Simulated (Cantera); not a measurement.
A closed system holds: 1 mol Fe3O4, a varied amount of H2, held at 1702 °C and 1.00 Torr.

These are equilibrium values from Cantera (NASA tables, ideal gas, pure condensed phases), not measurements of a reactor. Candidate condensed phases: Fe, FeO, Fe(OH)2, Fe(OH)3, Fe2O3, Fe3O4, H2O; 12 gas species. The tables' stoichiometric FeO is somewhat more stable than real wüstite, so its field is too wide. FeO: taken at fixed stoichiometry. Equilibrium is a limit: real reactors are often held back by kinetics, nucleation or transport.

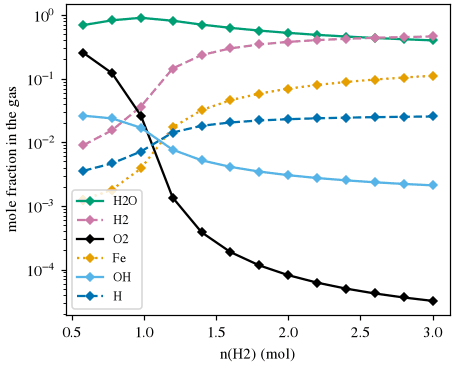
*Equilibrium gas composition (values under 1e-9 drawn at 1e-9)*

From 0.58 mol H2 to 3 mol H2 the condensed part is FeO(l). The main Fe-bearing gas is FeO at 0.58 mol H2 and Fe at 3 mol H2.
